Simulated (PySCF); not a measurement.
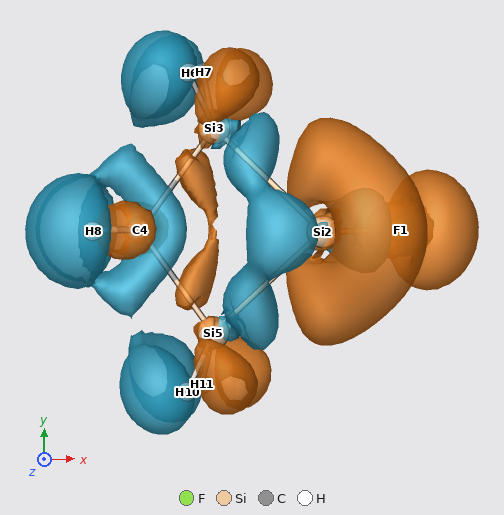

Figure 1: CH$_{6}$FSi$_{3}$, doublet, SMILES `F[Si]1[SiH2]C[SiH2]1`. Change of the electron density in a uniform field of 0.41 V/Å, surfaces at ±0.003 e/Å³ (light blue: gain, orange: loss).

Method: M06-2X/def2-SVPD; geometry: GFN2-xTB; program: PySCF. No frequency check shows the geometry to be a minimum. The stability of the open-shell solution wasn't checked. GFN2-xTB doesn't know the spin state, so this open-shell geometry is rough.

The field was applied in both directions; the picture shows the one opposite to the script's first.

Along which Cartesian direction does the field point?

Along +x: electrons gather on the −x side, against the field.

How large is the response?

The induced dipole is 2.00 D (along the field); α along this axis, from the fields in both directions, is 99 bohr³ (14.6 Å³).
